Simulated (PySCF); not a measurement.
Ionisation energy of neutral germanium ([Ar] 3d¹⁰ 4s² 4p² → [Ar] 3d¹⁰ 4s² 4p). PySCF, def2-TZVPPD, non-relativistic, unrestricted single determinants, no spin-orbit coupling. Methods marked “subvalence” freeze 10 core electrons.

The results, method by method:

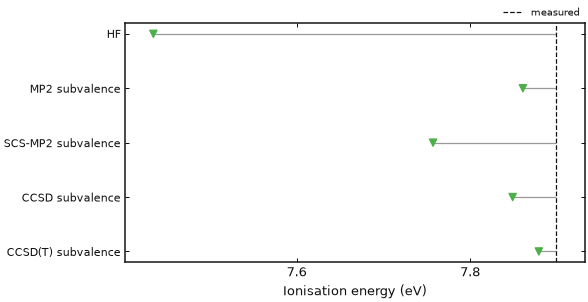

| Method | Ionisation energy (eV) |
| --- | --- |
| HF | 7.435 |
| MP2 subvalence | 7.861 |
| SCS-MP2 subvalence | 7.757 |
| CCSD subvalence | 7.849 |
| CCSD(T) subvalence | 7.879 |

The values run from 7.435 eV (HF) to 7.879 eV (CCSD(T) subvalence). The measured value is 7.899 eV; nearest to it come CCSD(T) subvalence (−0.020) and MP2 subvalence (−0.039), furthest HF (−0.465 eV). These values lack spin-orbit coupling; with the first-order correction of −0.025 eV added, CCSD(T) subvalence comes nearest (−0.045).

Limits of the model: relativistic shift absent.
